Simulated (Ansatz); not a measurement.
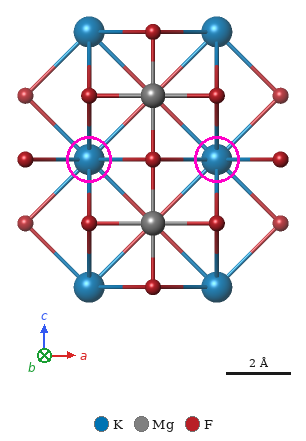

Perfect KMgF$_{3}$. The picture is a ball-and-stick view of the atoms within 4.8 Å of one point, in a slice 5.0 Å thick across the line of sight, seen along the b axis.

Method: DFT, PBEsol, PAW, plane waves in Ansatz. Set-up: plane-wave cutoff 420 eV; k-point mesh 1 × 1 × 1; mesh shifted by (0.25, 0.25, 0.25); no spin polarisation. Fermi-Dirac smearing of 0.01 eV. A uniform background neutralises the charged cell. The axes drawn are those of the host's conventional cell.

A potassium atom is replaced by sodium and a potassium atom is taken out (a vacancy), the two sites 4.0 Å apart at the ringed places, in charge state +1. The supercell has 40 sites, and the atoms are relaxed at the host's cell.

How do the neighbours respond?

Answer. In the host the K atom has 12 F at 2.82 Å; the Na atom ends with 12 F at 2.56 to 3.02 Å. Around the empty K site the host had 12 F at 2.82 Å; after relaxation the nearest atoms are 12 F at 2.88 to 2.91 Å, 8 Mg at 3.41 to 3.43 Å. Of the host's atoms, a fluorine atom moves furthest from its site, by 0.10 Å. The Na atom itself moves 0.28 Å from where it was put.

The relaxed defect, seen from the same direction:

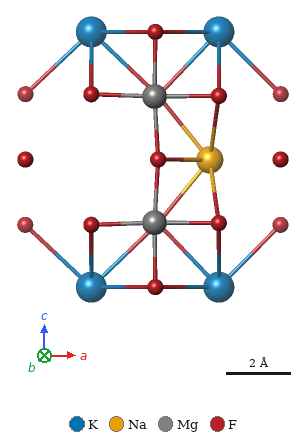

Limits of the set-up: the periodic images lie only 8.0 Å apart, so the values are limited by the cell's size; the cell is charged, on a uniform background, and energies carry no finite-size correction.
